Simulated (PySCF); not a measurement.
**PO₂⁺: a search over shapes**

Which structure of PO₂⁺ lies lowest? The starts are linear and bent; the spin state tried: singlet. Each end point is tested by its vibrations.

Computed with PySCF 2.14.0. Level: BP86, basis P def2-TZVP, O def2-TZVP, no relativity, density fitting.

## Step 1: The system as given

3 atoms, charge 1, spin multiplicity 1.

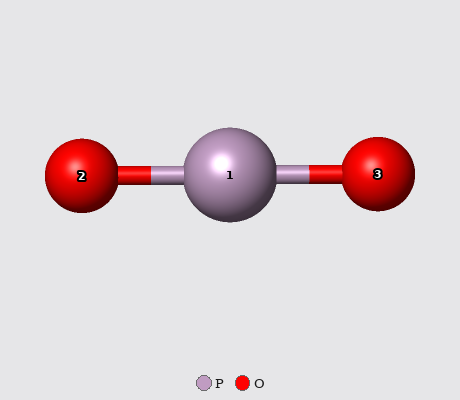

The starting geometry (phosphorus pink, oxygen red); atoms are numbered from 1 in the order of the file.

Coordinates in bohr (charge 1 multiplicity 1):
```
P     0.0000    0.0000    0.0000
O     0.0000    0.0000    2.9446
O     0.0000    0.0000   -2.9446
```

## Step 2: The SCF at the typed geometry

One driver script runs all steps and calls PySCF; scf.py shows how it sets up the SCF of each step. The optimiser is the driver's own. The state is first sought with PBE. After this first run the driver tries any further starts and a stability analysis.

scf.py

```python
from pyscf import gto, scf, dft
mol = gto.M(atom='''
P      0.000000     0.000000     0.000000
O      0.000000     0.000000     1.558200
O      0.000000     0.000000    -1.558200''',
    basis={'P': 'def2-TZVP', 'O': 'def2-TZVP'},
    charge=1, spin=0)
mf = dft.RKS(mol, xc='PBE')
mf.grids.atom_grid = (50, 194)
aux = {'P': 'def2-universal-JKFIT', 'O': 'def2-universal-JKFIT'}
mf = mf.density_fit(auxbasis=aux)
mf.conv_tol = 1e-08
mf.diis_space = 10
mf.max_cycle = 60
mf.init_guess = 'minao'
mf.verbose = 4
mf.kernel()
```

The run is started by

```console
$ OMP_NUM_THREADS=2 python axn.py task.json out
```

Log:

```text
init E= -491.799638146425
  HOMO = -0.409919014444312  LUMO = -0.243187738851887  gap/eV = 4.53699
cycle= 1 E= -490.831808283875  delta_E= 0.968  |g|=  1.2  |ddm|= 2.16
  HOMO = -0.51021339522993  LUMO = -0.449814128374449  gap/eV = 1.64355
cycle= 2 E= -487.624854613959  delta_E= 3.21  |g|=  3.9  |ddm|= 2.94
  HOMO = -0.626828515807525  LUMO = -0.520164149444092  gap/eV = 2.90249
cycle= 3 E= -491.160867746989  delta_E= -3.54  |g|= 0.194  |ddm|= 2.12
  HOMO = -0.62861940941249  LUMO = -0.523997576848288  gap/eV = 2.84691
cycle= 4 E= -491.165340640792  delta_E= -0.00447  |g|= 0.0956  |ddm|= 0.0816
  HOMO = -0.630610507752611  LUMO = -0.523758768036409  gap/eV = 2.90758
cycle= 5 E= -491.167164533117  delta_E= -0.00182  |g|= 0.0277  |ddm|= 0.0402
  HOMO = -0.629960728213446  LUMO = -0.522414447639328  gap/eV = 2.92648
cycle= 6 E= -491.167319709521  delta_E= -0.000155  |g|= 0.00442  |ddm|= 0.0174
  HOMO = -0.630361977137246  LUMO = -0.522787646466433  gap/eV = 2.92725
cycle= 7 E= -491.167322885417  delta_E= -3.18e-06  |g|= 0.000682  |ddm|= 0.00159
  HOMO = -0.630363857894184  LUMO = -0.522771593319327  gap/eV = 2.92773
cycle= 8 E= -491.16732298464  delta_E= -9.92e-08  |g|= 4.09e-05  |ddm|= 0.000427
  HOMO = -0.630365796838676  LUMO = -0.522772798958741  gap/eV = 2.92775
cycle= 9 E= -491.167322984852  delta_E= -2.12e-10  |g|= 3.92e-06  |ddm|= 2.01e-05
  HOMO = -0.630366739964731  LUMO = -0.522773350037866  gap/eV = 2.92777
Extra cycle  E= -491.167322984816  delta_E= 3.63e-11  |g|= 1.44e-05  |ddm|= 9.19e-06
converged SCF energy = -491.167322984816
```

This step, with its further starts and checks, took 4.5 s on 2 threads of Arm Neoverse V1, shared host.

The test of internal stability found no lower closed-shell solution.

## Step 3: Relaxation: linear start, singlet

The program finds D∞h symmetry in the start, which this walk keeps. The walk stops when the largest gradient is under 0.0003 Eh/bohr and the energy has settled too.

scf.py, as its differences from that of step 2:

```diff
@@ -8 +8 @@
-mf = dft.RKS(mol, xc='PBE')
+mf = dft.RKS(mol, xc='B88,P86')
@@ -15 +14,0 @@
-mf.init_guess = 'minao'
```

The optimiser's trace:

```csv
step,energy (Eh),change (kJ/mol),largest symmetric gradient (Eh/bohr)
0,-491.506731,0.00,0.09673
1,-491.525568,-49.46,0.04449
2,-491.527837,-55.41,0.01361
3,-491.528119,-56.16,0.00137
4,-491.528122,-56.16,0.00005
```

The walk took 4.9 s.

Positions (Å) and forces (eV/Å) along the way:

```
step 0
P    0.000   0.000   0.000   0.000   0.000   0.000
O    0.000   0.000   1.558   0.000   0.000  -4.974
O    0.000   0.000  -1.558   0.000   0.000   4.974
step 1
P    0.000   0.000   0.000   0.000   0.000   0.000
O    0.000   0.000   1.422   0.000   0.000   2.288
O    0.000   0.000  -1.422   0.000   0.000  -2.288
step 2
P    0.000   0.000   0.000   0.000   0.000   0.000
O    0.000   0.000   1.465   0.000   0.000  -0.700
O    0.000   0.000  -1.465   0.000   0.000   0.700
step 3
P    0.000   0.000   0.000   0.000   0.000   0.000
O    0.000   0.000   1.455   0.000   0.000  -0.070
O    0.000   0.000  -1.455   0.000   0.000   0.070
step 4
P    0.000   0.000   0.000   0.000   0.000   0.000
O    0.000   0.000   1.454   0.000   0.000   0.003
O    0.000   0.000  -1.454   0.000   0.000  -0.003
```

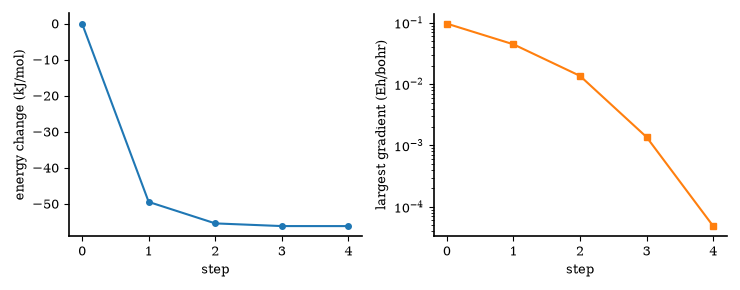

How energy and gradient fall.

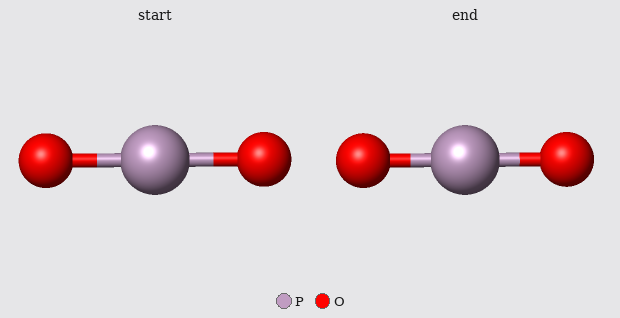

Start and end of the relaxation.

After 4 steps and 56.2 kJ/mol it ends at D∞h: P–O 1.454 Å (×2); O–P–O 180.0°.

## Step 4: Hessian and properties

On the finer grid the gradient is checked again; gradients at displacements of ±0.02 bohr then give force constants and infrared intensities.

scf.py, as its differences from that of step 3:

```diff
@@ -3,3 +3,3 @@
-P      0.000000     0.000000     0.000000
-O      0.000000     0.000000     1.558200
-O      0.000000     0.000000    -1.558200''',
+P     -0.000000     0.000000     0.000000
+O      0.000000     0.000000     1.453530
+O     -0.000000     0.000000    -1.453530''',
@@ -9 +9 @@
-mf.grids.atom_grid = (50, 194)
+mf.grids.atom_grid = (75, 302)
@@ -12 +12 @@
-mf.conv_tol = 1e-08
+mf.conv_tol = 1e-10
```

This SCF starts from the last density.

SCF at the final geometry:

```text
init E= -491.528147745673
  HOMO = -0.652632621009483  LUMO = -0.509814958434731  gap/eV = 3.88627
cycle= 1 E= -491.528147744964  delta_E= 7.09e-10  |g|= 6.39e-05  |ddm|= 4.32e-05
  HOMO = -0.652621477502993  LUMO = -0.509813342363984  gap/eV = 3.88601
cycle= 2 E= -491.528147736308  delta_E= 8.66e-09  |g|= 0.000222  |ddm|= 0.000148
  HOMO = -0.652629878695631  LUMO = -0.509814607017447  gap/eV = 3.88620
cycle= 3 E= -491.528147745587  delta_E= -9.28e-09  |g|= 2.78e-05  |ddm|= 0.000116
  HOMO = -0.652630112567177  LUMO = -0.50981463617709  gap/eV = 3.88621
cycle= 4 E= -491.528147745741  delta_E= -1.54e-10  |g|= 1.12e-07  |ddm|= 1.28e-05
  HOMO = -0.652630098004692  LUMO = -0.509814618857547  gap/eV = 3.88621
cycle= 5 E= -491.528147745742  delta_E= -5.68e-13  |g|= 3.25e-09  |ddm|= 9.41e-08
  HOMO = -0.652630098070887  LUMO = -0.509814619231001  gap/eV = 3.88621
Extra cycle  E= -491.528147745742  delta_E= -3.41e-13  |g|= 4.87e-09  |ddm|= 4.48e-09
converged SCF energy = -491.528147745742
```

The whole step took 8.1 s.

Geometry: D∞h; P–O 1.454 Å (×2); O–P–O 180.0°.

Modes, for the most abundant isotopes:

```tsv
symmetry	ω (cm⁻¹)	IR (km/mol)	μ (u)	type
πu	271	72.2	21.21	bend
σg+	1061	0.0	15.99	stretch
σu+	1526	19.5	21.21	stretch
```

All wavenumbers are real: a minimum.

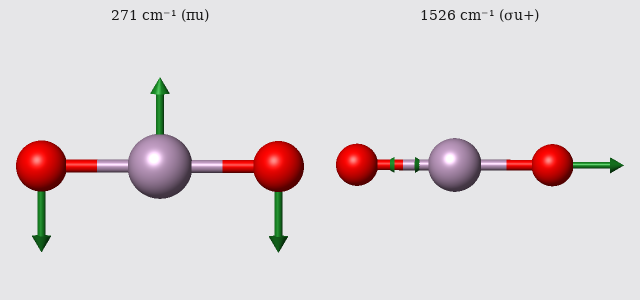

Displacements of 2 of the modes, as arrows (one member where a mode is degenerate).

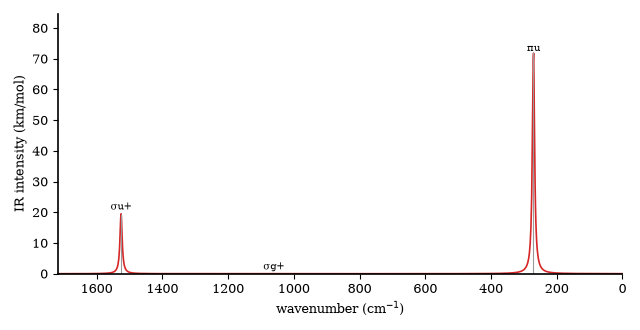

The harmonic infrared spectrum (widths in cm⁻¹). Lines are broadened to a width of 8 cm⁻¹ (Lorentzian).

Properties at this point:

* Dipole moment about the centre of mass: 0.00 D
* Highest occupied level: -17.76 eV
* Lowest empty level: -13.87 eV
* Rotational constants: 0.2494 cm⁻¹
* Zero-point energy: 18.7 kJ/mol
* Principal polarisabilities: 15.5, 15.5, 34.1 bohr³
* Principal traceless quadrupole moments about the centre of mass: -1.36, 0.68, 0.68 D Å
* Entropy at 298.15 K and 1 bar: 232.6 J/(mol K)
* Heat capacity Cp at 298.15 K: 45.2 J/(mol K)
* Enthalpy at 298.15 K above 0 K: 11.17 kJ/mol
* Rotational symmetry number: 2

Charges (e) and bond orders:

| atom | Mulliken | Löwdin | polar tensor | Mayer order to P1 |
| --- | --- | --- | --- | --- |
| P1 | 1.06 | 0.85 | 1.19 | – |
| O2,3 | -0.03 | 0.07 | -0.09 | 2.33 |

Mulliken populations on P1: s 5.16, p 8.13, d 0.57, f 0.07.

## Step 5: Relaxing the singlet from the bent start

The program finds C2v symmetry in the start, which this walk keeps. The walk stops when the largest gradient is under 0.0003 Eh/bohr and the energy has settled too.

scf.py, as its differences from that of step 4:

```diff
@@ -3,3 +3,3 @@
-P     -0.000000     0.000000     0.000000
-O      0.000000     0.000000     1.453530
-O     -0.000000     0.000000    -1.453530''',
+P      0.000000     0.000000    -0.454061
+O      1.276400     0.000000     0.439639
+O     -1.276400     0.000000     0.439639''',
@@ -9 +9 @@
-mf.grids.atom_grid = (75, 302)
+mf.grids.atom_grid = (50, 194)
@@ -12 +12 @@
-mf.conv_tol = 1e-10
+mf.conv_tol = 1e-08
```

The optimiser's trace:

```csv
step,energy (Eh),change (kJ/mol),largest symmetric gradient (Eh/bohr)
0,-491.448469,0.00,0.12667
1,-491.495952,-124.67,0.07050
2,-491.517867,-182.20,0.02725
3,-491.520445,-188.97,0.05976
4,-491.527162,-206.61,0.00957
5,-491.528018,-208.86,0.00296
6,-491.528118,-209.12,0.00148
7,-491.528122,-209.13,0.00029
8,-491.528122,-209.13,0.00000
```

The walk took 17 s.

Positions (Å) and forces (eV/Å) along the way:

```
step 0
P    0.000   0.000  -0.454   0.000   0.000   6.514
O    1.276   0.000   0.440  -0.624   0.000  -3.257
O   -1.276   0.000   0.440   0.624   0.000  -3.257
step 1
P    0.000   0.000  -0.264   0.000   0.000   3.625
O    1.368   0.000   0.345  -0.689   0.000  -1.812
O   -1.368   0.000   0.345   0.689   0.000  -1.812
step 4
P    0.000   0.000   0.068   0.000   0.000   0.492
O    1.454   0.000   0.179  -0.226   0.000  -0.246
O   -1.454   0.000   0.179   0.226   0.000  -0.246
step 8
P    0.000   0.000   0.142   0.003   0.000   0.000
O    1.454   0.000   0.142  -0.002   0.000   0.000
O   -1.454   0.000   0.142  -0.002   0.000   0.000
```

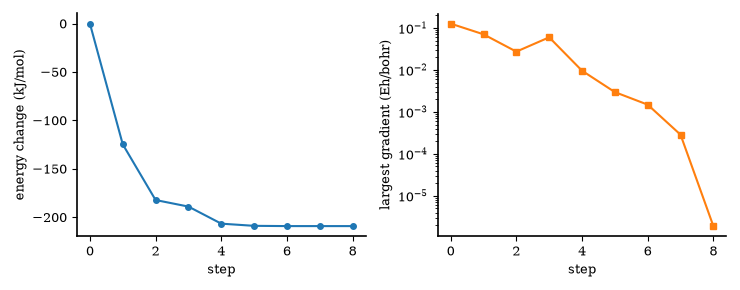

How energy and gradient fall.

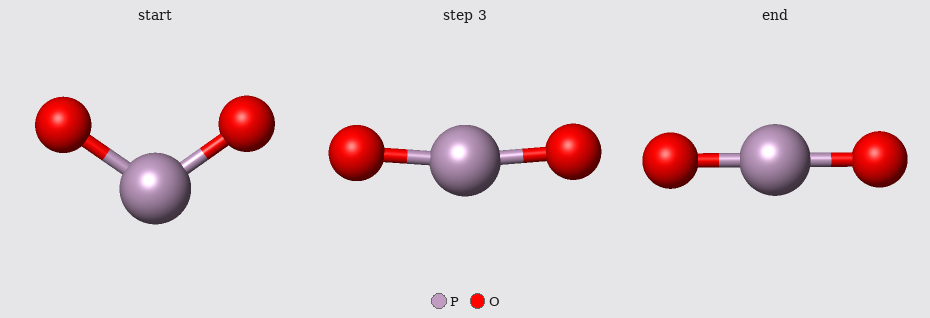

The geometry along the walk, at one scale.

It settles in D∞h symmetry, 209.1 kJ/mol below the start, after 8 steps: P–O 1.454 Å (×2); O–P–O 180.0°.

## Step 6: Density, ELF, potential and orbitals

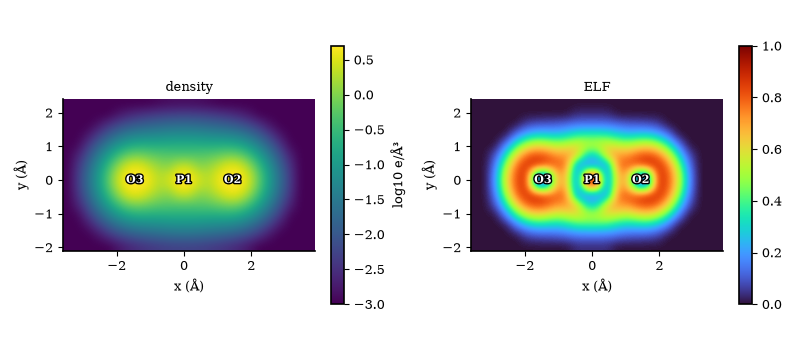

The plane holds P1 at (0.00, 0.00), O2 at (1.45, 0.00), O3 at (-1.45, 0.00) Å. ELF is set to 0 where the density is under 0.005 e/Å³; an orbital's overall sign is arbitrary.

The fields below are evaluated on a grid from the run's orbitals.

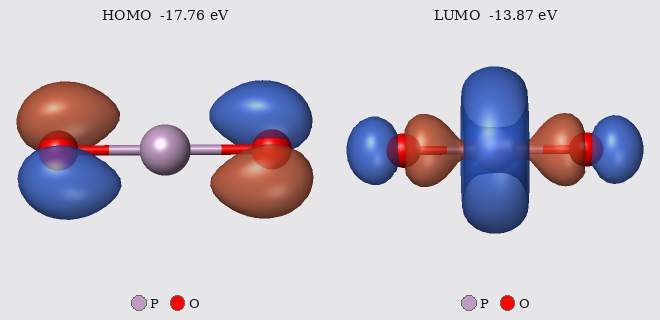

Frontier orbitals at BP86; each surface holds 70 % of the orbital's density, blue and red mark the sign.

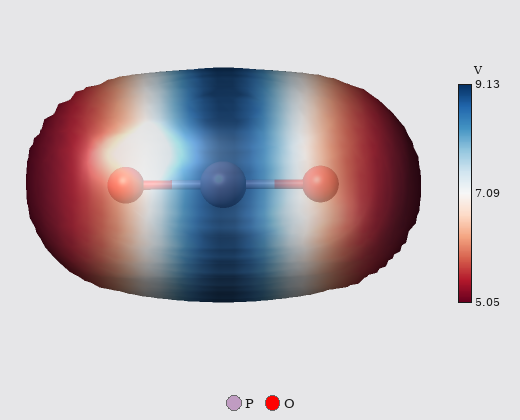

Electrostatic potential on the surface of density 0.002 e/bohr³; red is low, blue high. It runs from 5.05 V near O2 to 9.13 V near P1.

Along P1–O2 (1.454 Å) the density is least, 1.61 e/Å³, about 0.58 Å from P1; ELF there is 0.14.

Values on the line from P1 (at 0) through O2 (at 1.454 Å):

```csv
distance (Å),density (e/Å³),ELF,electrostatic potential (V)
-0.51,1.96,0.0794,80.7
-0.36,8.16,0.59,145
-0.22,49.7,0.853,357
-0.07,346,0.388,1.97e+03
0.15,100,0.595,711
0.29,20.7,0.832,214
0.44,3.47,0.184,106
0.58,1.61,0.136,63.8
0.73,1.88,0.598,45.6
0.87,2.66,0.745,44.7
1.02,4,0.673,67.7
1.16,5.95,0.214,145
1.31,33.4,0.526,436
1.53,241,0.997,1.11e+03
1.67,9.88,0.099,231
1.82,5.15,0.701,86.6
1.96,2.69,0.86,38.7
2.11,1.26,0.861,20.1
2.25,0.556,0.822,12.3
```

Making the fields took 0.7 s on 2 threads of Arm Neoverse V1, shared host.

## Step 7: Outcome

```
                            quantity                             value
                      lowest minimum                      singlet, D∞h
                            geometry    P–O 1.454 Å (×2); O–P–O 180.0°
                  wavenumbers (cm⁻¹)  271 (πu), 1061 (σg+), 1526 (σu+)
      dipole moment (centre of mass)                            0.00 D
highest occupied, lowest empty level                 -17.76, -13.87 eV
           polar-tensor charge of P1                           +1.19 e
                   zero-point energy                       18.7 kJ/mol
                 entropy at 298.15 K                   232.6 J/(mol K)
```

**Reading.** The lowest minimum found is the singlet of D∞h symmetry. In the infrared the band at 271 cm⁻¹ (πu, bend) leads. A search over typed starts can miss a lower isomer.

The search up to here took 44 s.
